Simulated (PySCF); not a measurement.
Vertical excitations of a molecule C3H9In from TDDFT-CAM-B3LYP/def2-SVPD (PySCF), as energy in eV (oscillator strength): 4.30 (0.001), 4.94 (0.000), 6.41 (0.155), 6.98 (0.189), 7.22 (0.015), 7.40 (0.022), 7.42 (0.172), 7.53 (0.216), 7.59 (0.000), 7.61 (0.176). Lowest triplet (TDA): 4.01 eV. Geometry: PBE-D3(BJ)/def2-SVP. The def2 effective core potentials stand for the cores of In; spin–orbit coupling is left out. One conformer was computed; it need not be the lowest.

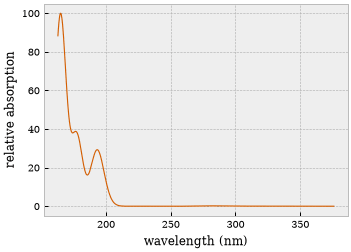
*The lines broadened by 0.4 eV.*

Task: Pick the molecule that these values belong to.
(A) CC[CH2][InH2]
(B) [CH3][In]([CH3])[CH3]
(C) C[CH2][InH][CH3]
(D) C[CH](C)[InH2]

Result: A, CC[CH2][InH2]
